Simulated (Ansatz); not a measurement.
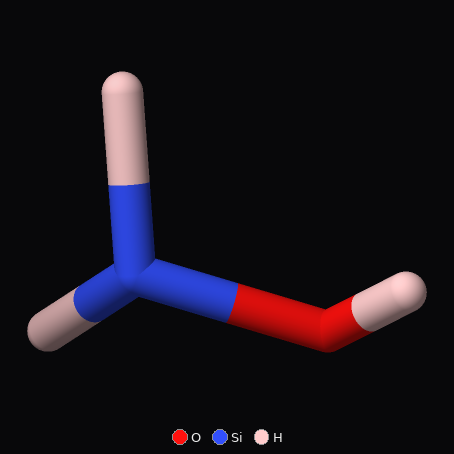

The species is neutral and a spin doublet. The geometry was computed by an optimisation with PBE0-D4/def2-TZVP. No frequency run is at hand to confirm it as a minimum. Level of theory: UKS PBE0-D4/def2-TZVPP (Ansatz 0.2.0).

Computed properties:

The species is H₃OSi (`O[SiH2]`).
- HOMO energy (Kohn–Sham orbital): −5.89 eV
- ⟨S²⟩ of the determinant: 0.752
